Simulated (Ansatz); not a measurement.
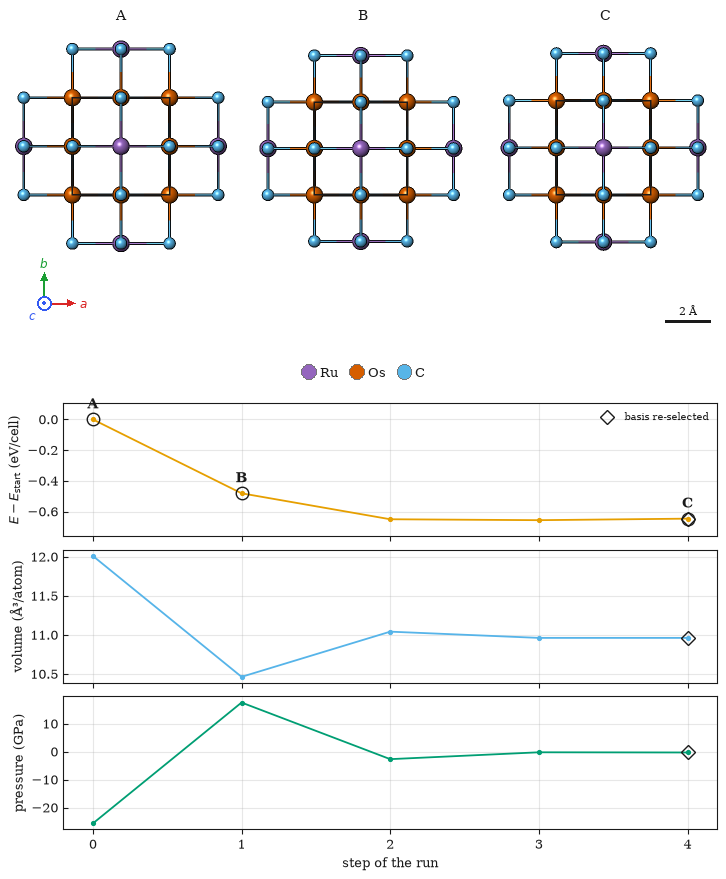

Frames of a relaxation of a crystal of Os3RuC3 (a generated structure, set up in Pm-3m) (coarse preliminary run), marked on the history of the run. Style: ball-and-stick. Shown: the cell of the calculation, along the c axis.

All numbers below come from Ansatz, DFT PBE, scalar-relativistic, plane waves, PAW. Settings: plane-wave cutoff 420 eV; k-point mesh 4 × 4 × 4; occupations gaussian; smearing width 0.1 eV; no spin polarisation; cell and atoms relaxed; force threshold 0.04 eV/Å; at most 70 steps.

> Describe the path.

Over 3 accepted moves (4 points after the start) the energy falls by 0.646 eV per cell of the calculation. All forces vanish by symmetry, so only the cell relaxes. Pressure: −25.65 GPa at the start and −0.28 GPa at the end. The SCF was repeated once at an unchanged geometry on a basis and grid sized afresh for the cell, which shifted the energy by 10.0 meV per cell of the calculation at most. The atoms keep their places relative to the cell (all moves are under 0.005 Å). The volume changes by −8.7 %, with a = b = c 4.381 → 4.249 Å (−3.0 %). Near-neighbour distances that change, for instance: C–Ru 2.190 → 2.125 Å, C–Os 2.190 → 2.125 Å. The space group stays Pm-3m (No. 221). Cost: 12 s on 1 thread of Arm Neoverse V2 (shared host), peak memory 0.36 GiB. From step 0 to 1: volume −12.9 %, energy −0.481 eV per cell of the calculation. From step 1 to 4: volume +4.8 %, energy −0.165 eV per cell of the calculation.
